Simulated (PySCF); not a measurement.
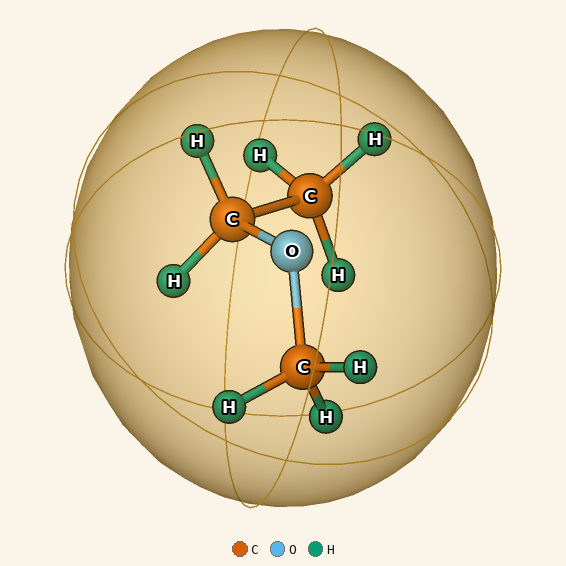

The ellipsoid shows the static dipole polarisability: its half-axes are proportional to the principal values. Geometry: a frame of a GFN2-xTB molecular-dynamics simulation, not a minimum. Level of theory: PBE0/def2-SVPD (PySCF 2.14.0).

How large and how anisotropic is the polarisability?

Principal values 41.0, 42.1, 51.6 bohr³; mean 44.9 bohr³ (6.66 Å³); anisotropy 10.1 bohr³, so the longest axis is 1.26 times the shortest.
